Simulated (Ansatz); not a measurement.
**Run report: CH₆B₂, molecular dynamics (part 2 of 2)**

Continued. System: CH₆B₂, SMILES BBC. Method: RKS PBE0-D4/def2-SVP (Ansatz 0.2.0). 

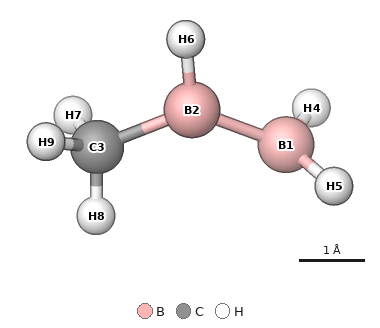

*The geometry at step 27 of the log (ball-and-stick view, seen at a tilt; atoms are numbered from 1 in the order of the input).*

Trajectory as extended XYZ, continued:
```
9
Properties=species:S:1:pos:R:3:forces:R:3 step=13 time_fs=13.0 energy=-2480.36202 temperature=334.6
B    -0.5928    0.8879   -1.2312   -0.6022  -1.6127   1.3726
B    -0.2280    0.4004    0.3459    0.6667   0.5435  -1.8805
C     0.5913   -0.8680    0.7520   -0.6514  -0.1902  -3.1320
H    -1.6095    0.4053   -1.6611   -0.4657  -0.0467  -0.0538
H    -0.0696    1.5268   -2.0368    0.9333   1.0305  -0.7458
H    -0.5839    1.2353    1.1088   -0.3915   0.1957   0.9711
H    -0.1071   -1.5725    1.1595   -0.8150  -0.9473   0.3018
H     1.1602   -1.3560   -0.1077   -0.6288   0.4663   1.0749
H     1.2060   -0.6429    1.5492    1.9547   0.5611   2.0916
9
Properties=species:S:1:pos:R:3:forces:R:3 step=15 time_fs=15.0 energy=-2480.58288 temperature=483.6
B    -0.5925    0.8878   -1.2398   -0.1406  -0.6595   0.4566
B    -0.2175    0.4118    0.3415    0.5409   0.3603  -1.3436
C     0.5825   -0.8762    0.7522    0.0170   0.0893  -0.3427
H    -1.6651    0.3853   -1.5923    0.2571   0.3489  -0.1472
H     0.0180    1.5907   -2.0379   -0.2273  -0.1768   0.3124
H    -0.5973    1.2110    1.1494   -0.2762   0.0692   0.6081
H    -0.1305   -1.5992    1.1716   -0.3048  -0.2792  -0.1641
H     1.1427   -1.3499   -0.0952   -0.2673   0.1756   0.7506
H     1.2088   -0.6757    1.6326    0.4011   0.0721  -0.1301
9
Properties=species:S:1:pos:R:3:forces:R:3 step=16 time_fs=16.0 energy=-2480.53788 temperature=426.8
B    -0.5926    0.8869   -1.2436    0.0395  -0.2311   0.1947
B    -0.2120    0.4185    0.3372    0.3730   0.3818  -0.8266
C     0.5777   -0.8800    0.7519   -0.0944   0.2568   1.4577
H    -1.6909    0.3811   -1.5598    0.5509   0.4855  -0.2126
H     0.0572    1.6217   -2.0370   -0.6921  -0.6449   0.6422
H    -0.6103    1.2012    1.1795   -0.1222  -0.1438   0.2117
H    -0.1491   -1.6186    1.1774    0.1147   0.2152  -0.4299
H     1.1289   -1.3403   -0.0751    0.1765  -0.2010   0.1570
H     1.2199   -0.6876    1.6776   -0.3460  -0.1186  -1.1944
9
Properties=species:S:1:pos:R:3:forces:R:3 step=18 time_fs=18.0 energy=-2480.32415 temperature=239.4
B    -0.5926    0.8847   -1.2504    0.2751   0.3374   0.2534
B    -0.2012    0.4326    0.3273    0.0447   0.2858   0.1623
C     0.5675   -0.8862    0.7562   -0.8455   0.5646   3.4422
H    -1.7223    0.3921   -1.5019    0.7607   0.5363  -0.3997
H     0.1060    1.6606   -2.0140   -1.1261  -1.0630   0.7489
H    -0.6354    1.1802    1.2385    0.1802  -0.4457  -0.5339
H    -0.1806   -1.6515    1.1743    0.5917   0.8439  -0.6941
H     1.1090   -1.3286   -0.0328    1.0257  -0.8972  -1.0428
H     1.2240   -0.7180    1.7255   -0.9066  -0.1621  -1.9363
9
Properties=species:S:1:pos:R:3:forces:R:3 step=20 time_fs=20.0 energy=-2480.43593 temperature=320.8
B    -0.5936    0.8837   -1.2546    0.3593   0.4720   0.8536
B    -0.1905    0.4463    0.3179   -0.1729  -0.1096   0.7699
C     0.5555   -0.8913    0.7721   -0.4815   0.2404   1.4617
H    -1.7286    0.4258   -1.4576    0.5251   0.3582  -0.5921
H     0.1105    1.6597   -1.9613   -0.9462  -0.8326   0.2817
H    -0.6560    1.1462    1.2767    0.3542  -0.4147  -0.9088
H    -0.1953   -1.6554    1.1461    0.3360   0.6738  -0.4896
H     1.1222   -1.3467   -0.0261    0.4703  -0.4491  -0.3592
H     1.1990   -0.7528    1.7009   -0.4442   0.0616  -1.0170
9
Properties=species:S:1:pos:R:3:forces:R:3 step=22 time_fs=22.0 energy=-2480.43351 temperature=303.1
B    -0.5926    0.8823   -1.2551    0.2163   0.1687   1.7746
B    -0.1807    0.4590    0.3114   -0.1928  -0.7809   0.8314
C     0.5431   -0.8949    0.7931   -0.2396   0.0144  -2.6131
H    -1.7169    0.4749   -1.4366   -0.0322   0.0402  -0.7375
H     0.0843    1.6361   -1.8970   -0.2065  -0.0363  -0.5926
H    -0.6663    1.0994    1.2792    0.3119  -0.0523  -0.7547
H    -0.2010   -1.6400    1.0989   -0.4143  -0.0473  -0.0060
H     1.1503   -1.3769   -0.0294   -0.4565   0.2924   0.6943
H     1.1657   -0.7787    1.6379    1.0138   0.4010   1.4036
9
Properties=species:S:1:pos:R:3:forces:R:3 step=24 time_fs=24.0 energy=-2480.29275 temperature=191.6
B    -0.5904    0.8796   -1.2496   -0.1404  -0.3120   2.4686
B    -0.1732    0.4691    0.3075    0.0450  -1.6122   0.4051
C     0.5297   -0.8976    0.8073    0.6004   0.4193  -3.7546
H    -1.7075    0.5302   -1.4416   -0.5159  -0.2344  -0.7754
H     0.0509    1.6143   -1.8526    0.6671   0.8815  -1.4173
H    -0.6643    1.0507    1.2507    0.0012   0.5656  -0.0700
H    -0.2135   -1.6287    1.0515   -1.0164  -0.6372   0.3960
H     1.1629   -1.3930   -0.0107   -0.7426   0.5228   0.8307
H     1.1732   -0.7965    1.6248    1.1016   0.4066   1.9170
9
Properties=species:S:1:pos:R:3:forces:R:3 step=25 time_fs=25.0 energy=-2480.33787 temperature=221.6
B    -0.5889    0.8772   -1.2440   -0.2058  -0.2480   2.3327
B    -0.1694    0.4723    0.3061    0.2111  -1.9924   0.1146
C     0.5240   -0.8981    0.8094    1.1608   0.5179  -2.5197
H    -1.7089    0.5545   -1.4552   -0.5399  -0.2917  -0.7248
H     0.0417    1.6146   -1.8491    0.7633   0.9474  -1.4513
H    -0.6593    1.0324    1.2329   -0.2108   0.8873   0.3607
H    -0.2301   -1.6324    1.0366   -0.8362  -0.4603   0.4199
H     1.1595   -1.3915    0.0121   -0.5636   0.3792   0.4894
H     1.1930   -0.8002    1.6464    0.2211   0.2607   0.9786
9
Properties=species:S:1:pos:R:3:forces:R:3 step=27 time_fs=27.0 energy=-2480.39592 temperature=277.5
B    -0.5860    0.8720   -1.2261   -0.1357   0.6418   0.8814
B    -0.1611    0.4726    0.3030    0.3279  -2.3456   0.0193
C     0.5167   -0.8973    0.8086    0.8467   0.3797   0.5735
H    -1.7249    0.5956   -1.5051   -0.0593  -0.2563  -0.4362
H     0.0436    1.6406   -1.8784    0.1903   0.1460  -0.6361
H    -0.6563    1.0230    1.2069   -0.3977   1.1752   0.7709
H    -0.2813   -1.6530    1.0214    0.2147   0.5376   0.2385
H     1.1440   -1.3807    0.0702    0.2939  -0.2859  -0.6904
H     1.2248   -0.7962    1.7073   -1.2809   0.0076  -0.7209
9
Properties=species:S:1:pos:R:3:forces:R:3 step=29 time_fs=29.0 energy=-2480.37736 temperature=265.4
B    -0.5843    0.8702   -1.2039   -0.2791   1.4809  -1.0170
B    -0.1527    0.4638    0.3003   -0.0602  -1.8441   0.8432
C     0.5112   -0.8959    0.8095    0.2286   0.1902   1.7914
H    -1.7433    0.6252   -1.5758    0.6541  -0.1548   0.0354
H     0.0562    1.6721   -1.9310   -0.4340  -0.7380   0.4055
H    -0.6668    1.0615    1.2033   -0.0307   0.7325   0.2005
H    -0.3206   -1.6560    1.0192    0.7702   1.0003   0.0797
H     1.1419   -1.3811    0.1037    0.6965  -0.6204  -1.1925
H     1.2083   -0.7962    1.7431   -1.5454  -0.0466  -1.1461
9
Properties=species:S:1:pos:R:3:forces:R:3 step=31 time_fs=31.0 energy=-2480.48446 temperature=365.7
B    -0.5831    0.8753   -1.1859   -0.4419   1.6017  -2.1174
B    -0.1436    0.4491    0.3016   -0.5971  -0.8171   1.5307
C     0.5064   -0.8956    0.8147    0.5761  -0.1315   0.4294
H    -1.7379    0.6410   -1.6419    0.9350  -0.1018   0.4349
H     0.0556    1.6748   -1.9729   -0.5699  -0.9689   0.9390
H    -0.6720    1.1359    1.2084    0.4684  -0.0364  -0.5617
H    -0.3303   -1.6197    1.0218    0.3900   0.5312   0.0411
H     1.1651   -1.3981    0.0983   -0.0312  -0.1000  -0.3389
H     1.1333   -0.7959    1.7426   -0.7294   0.0230  -0.3571
9
Properties=species:S:1:pos:R:3:forces:R:3 step=33 time_fs=33.0 energy=-2480.48427 temperature=378.5
B    -0.5823    0.8866   -1.1753   -0.3848   1.0910  -2.1237
B    -0.1355    0.4327    0.3087   -0.9609   0.2306   1.3778
C     0.5053   -0.8963    0.8195    0.8980  -0.0196  -1.8199
H    -1.7003    0.6497   -1.6955    0.6602  -0.1223   0.6165
H     0.0384    1.6447   -1.9830   -0.2763  -0.6201   0.8992
H    -0.6597    1.2153    1.1971    0.7092  -0.6367  -0.8514
H    -0.3245   -1.5632    1.0262   -0.6372  -0.4696   0.0652
H     1.1891   -1.4129    0.0821   -0.6864   0.3737   0.5403
H     1.0314   -0.7924    1.7362    0.6782   0.1731   1.2959
9
Properties=species:S:1:pos:R:3:forces:R:3 step=35 time_fs=35.0 energy=-2480.49149 temperature=409.7
B    -0.5833    0.9029   -1.1711   -0.0644   0.0298  -1.0141
B    -0.1296    0.4161    0.3202   -1.1054   1.0737   0.4292
C     0.5077   -0.8969    0.8190    0.8585   0.0917  -1.3930
H    -1.6375    0.6559   -1.7273   -0.1959  -0.2339   0.4607
H     0.0163    1.5913   -1.9646    0.4166   0.2391   0.2629
H    -0.6221    1.2763    1.1479    0.6285  -0.8401  -0.5501
H    -0.3379   -1.5268    1.0353   -0.9401  -0.7786  -0.0720
H     1.1885   -1.4172    0.0893   -0.5776   0.3091   0.6311
H     0.9520   -0.7843    1.7755    0.9798   0.1092   1.2454
9
Properties=species:S:1:pos:R:3:forces:R:3 step=36 time_fs=36.0 energy=-2480.49022 temperature=405.2
B    -0.5837    0.9119   -1.1709    0.1380  -0.5879  -0.1819
B    -0.1287    0.4087    0.3271   -1.0483   1.3298  -0.2158
C     0.5105   -0.8967    0.8181    0.4155   0.1137   0.0623
H    -1.6045    0.6561   -1.7340   -0.7501  -0.3103   0.2564
H     0.0109    1.5657   -1.9501    0.8426   0.7440  -0.1974
H    -0.5922    1.2961    1.1127    0.4724  -0.7497  -0.2130
H    -0.3565   -1.5180    1.0417   -0.5817  -0.5406  -0.2218
H     1.1771   -1.4142    0.1023   -0.2114   0.0396   0.3400
H     0.9263   -0.7784    1.8126    0.7230  -0.0387   0.3712
9
Properties=species:S:1:pos:R:3:forces:R:3 step=38 time_fs=38.0 energy=-2480.30518 temperature=280.7
B    -0.5841    0.9270   -1.1702    0.4174  -1.4392   0.9220
B    -0.1306    0.3971    0.3422   -0.6805   1.3254  -1.5073
C     0.5173   -0.8973    0.8183   -1.1628   0.1996   2.9916
H    -1.5625    0.6491   -1.7414   -1.4443  -0.3683  -0.0694
H     0.0201    1.5404   -1.9283    1.3335   1.3064  -0.7275
H    -0.5200    1.3161    1.0457    0.0433  -0.2059   0.6362
H    -0.4083   -1.5124    1.0483    0.5090   0.1665  -0.5137
H     1.1489   -1.4153    0.1307    0.6760  -0.6374  -0.4505
H     0.8907   -0.7696    1.8877    0.3083  -0.3470  -1.2813
9
Properties=species:S:1:pos:R:3:forces:R:3 step=40 time_fs=40.0 energy=-2480.25254 temperature=232.7
B    -0.5846    0.9375   -1.1674    0.6366  -1.3784   0.2764
B    -0.1354    0.3899    0.3531   -0.1674   0.9158  -2.3489
C     0.5194   -0.8995    0.8273   -1.6629  -0.0686   3.2852
H    -1.5677    0.6335   -1.7470   -1.0870  -0.1207   0.0328
H     0.0709    1.5590   -1.9290    0.7178   0.7674  -0.0929
H    -0.4473    1.3271    1.0012   -0.2978   0.4605   1.3273
H    -0.4495   -1.5009    1.0330    0.9935   0.4069  -0.5322
H     1.1385   -1.4421    0.1402    0.5886  -0.5266  -0.3013
H     0.8657   -0.7766    1.9208    0.2786  -0.4562  -1.6464
```

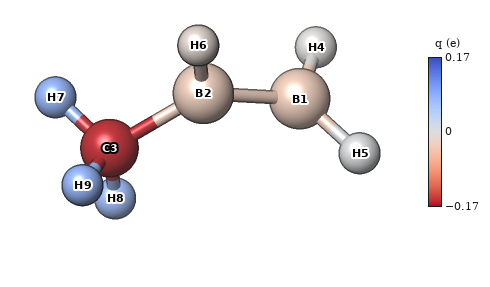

*Mulliken charges, as the colour of each atom (ball-and-stick view, seen at a tilt; atoms are numbered from 1 in the order of the input).*

By element: B −0.03, C −0.16 and H −0.01 to +0.08 e.

This output came from the following input.

The input:
```yaml
crystal:
  periodic: [false, false, false]
  atoms:
    - {symbol: B, position_ang: [-0.639480, 0.815160, -1.219410]}
    - {symbol: B, position_ang: [-0.265240, 0.414730, 0.308890]}
    - {symbol: C, position_ang: [0.632890, -0.821550, 0.727280]}
    - {symbol: H, position_ang: [-1.589800, 0.402260, -1.771490]}
    - {symbol: H, position_ang: [0.005340, 1.561130, -1.857170]}
    - {symbol: H, position_ang: [-0.674030, 1.042820, 1.220550]}
    - {symbol: H, position_ang: [0.011880, -1.542440, 1.259930]}
    - {symbol: H, position_ang: [1.107460, -1.346710, -0.098120]}
    - {symbol: H, position_ang: [1.410980, -0.525410, 1.429530]}
basis:
  gaussian: {orbitals: def2-SVP}
hamiltonian: {xc: pbe0, dispersion: d4}
md: {n_steps: 40, timestep: 1.0, temperature: 700, ensemble: nvt_langevin, seed: 627, friction: 0.002, initial_velocities: maxwell_boltzmann}
```

Launched with:
```bash
ansatz run in.yaml --threads 2 --pin off --events-out ev --progress --plain --max-ram 3481MiB
```

Summary:

- outcome: finished
- mean temperature over the second half: 305 K
- trajectory: 40 steps, 40 fs
- ensemble: nvt_langevin
- temperature in the input: 700 K
- time step: 1.0 fs
- potential energy (last step): −2480.2526 eV
- mean-field energy (last step): −2480.1641 eV
- dispersion energy (last step): −0.0885 eV
- SCF solution under orbital rotations (last step): stable
- largest force (length of the vector) (last step): 3.683 eV/Å
- dipole moment (last step): 0.93 D
- hardware: 2 threads of Arm Neoverse N1, 15 GiB of memory available, shared host
- wall time: 63 s (CPU time 2 min)
- peak memory: 0.12 GiB

Notes:

So short a trajectory is not equilibrated. The logged temperature at the start can lie below the typed one, since it is counted over all degrees of freedom. The temperature stays far from the 700 K of the thermostat over the second half: the run isn't equilibrated.
